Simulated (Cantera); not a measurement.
Charge: 1 mol PH3, a varied amount of O2, equilibrated at 2548 K and 31500 Torr.

Cantera equilibrium calculation (NASA polynomials, part measured and part estimated; ideal gas, pure solids and liquids). Candidate condensed phases: H2O, P, P4O10; 17 gas species. The ideal-gas law is rough above about 30 bar. Gases not in the tables: HPO2, HPO3 and P4O6. The numbers say what is thermodynamically allowed, not how fast it happens.

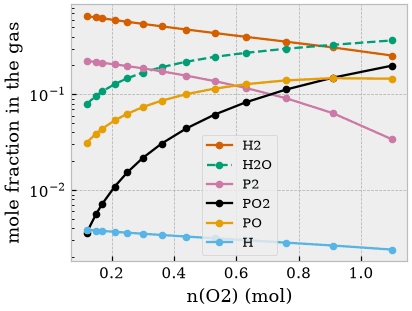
Figure: Equilibrium gas composition (values under 1e-9 drawn at 1e-9)

From 0.12 mol O2 to 1.1 mol O2 nothing is condensed.
